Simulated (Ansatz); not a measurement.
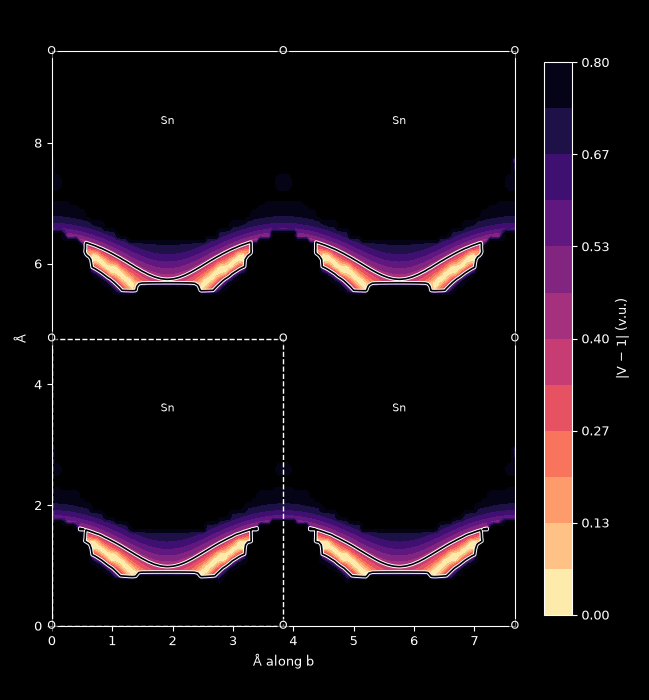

Bond-valence mismatch |V − 1| for Li+ in SnO (P4/nmm, No. 129) on the section x = 0.000 (parallel to b and c; the dashed line is one cell); the black line is the 0.4 v.u. contour, and values above the scale's top are cut off.

At each point the valence sum V of a Li+ ion is computed from the anions within 5 Å (s = exp((R0 − d)/b), R0 fitted to published crystal structures with b = 0.37 Å; R0: Li+–O 1.449 Å). Points too close to the other cations are excluded (2.0 Å from Sn). Li+ is a guest here, not part of the formula. This is an empirical screen for pathways, not an energy calculation.

The cell is taken from a calculation's input that goes back to an entry of the Crystallography Open Database (an earlier step may have relaxed or displaced it).

```xyz
4
Lattice="3.8366 0.0000 0.0000 0.0000 3.8366 0.0000 0.0000 0.0000 4.7595" Properties=species:S:1:pos:R:3 pbc="T T T"
Sn    1.9183    0.0000    1.1588
Sn    0.0000    1.9183    3.6007
O     0.0000    0.0000    0.0000
O     1.9183    1.9183    0.0000
```

**In the whole crystal, how are the regions below 0.4 v.u. connected?**

No path at this level: the regions are isolated pockets that do not connect across cells.

**At which mismatch do paths open?**

From a mismatch of about 0.55 v.u. the regions form a two-dimensional network in layers parallel to (001). No third dimension opens below 0.7 v.u. These are grid estimates, good to about 0.1 v.u.
